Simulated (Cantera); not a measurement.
Feed: 1 mol Si, 1.2 mol HCl, 19 mol H₂, equilibrated at 48000 Pa.

Method: chemical equilibrium by Gibbs-energy minimisation in Cantera with the NASA 1993 tables (ideal gas, pure condensed phases). Candidate condensed phases: Si; 19 gas species. The tables' values for SiCl₃ are old estimates; treat these amounts as uncertain. Kinetics and transport are ignored.

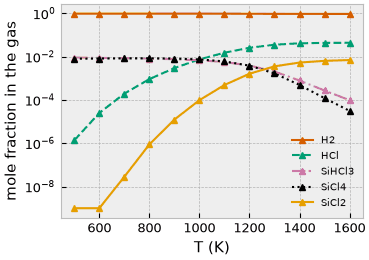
Equilibrium gas composition (values under 1e-9 drawn at 1e-9)

Task: Read off the mole fractions at 600 K.

Result: H₂ about 0.98, SiHCl₃ about 0.0088, SiCl₄ about 0.0082, HCl about 2.5e-5.
